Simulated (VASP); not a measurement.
Consider the following.

```yaml
crystal:
  lattice:
    - [3.23001, 0.00000, 0.00000]
    - [-1.61500, 2.79727, 0.00000]
    - [0.00000, 0.00000, 5.71449]
  atoms:
    - { symbol: Hf, position: [0.00000, 0.00000, 0.00000] }
    - { symbol: Hf, position: [0.00000, 0.00000, 0.50000] }
    - { symbol: C, position: [0.33333, 0.66667, 0.25000] }
    - { symbol: C, position: [0.66667, 0.33333, 0.75000] }
```

Calculation: PBEsol GGA, VASP's PBE PAW potentials (set 64) (plane waves; VASP). Numerical set-up: 520 eV cut-off, 12×12×6 Γ-centred mesh, tetrahedra with Blöchl corrections, potentials Hf_pv C.

Unless said otherwise, spin-orbit coupling is left out, though it shifts the bands of the heavy elements here.

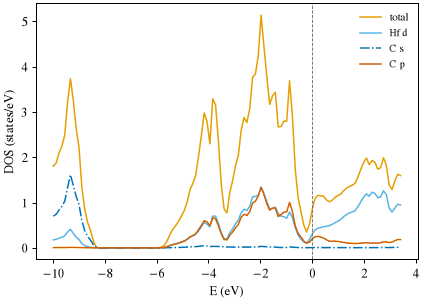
Total and projected density of states, zero at the Fermi level

Within 2 eV below the Fermi level the largest weight inside VASP's projection spheres is C p, then Hf d.

It has no gap at this level: it comes out as a metal or semimetal.

The structure was generated: HfC was put into the NiAs type type (P6_3/mmc), which need not be its known phase. It was relaxed first, which changed the volume by -33 %.
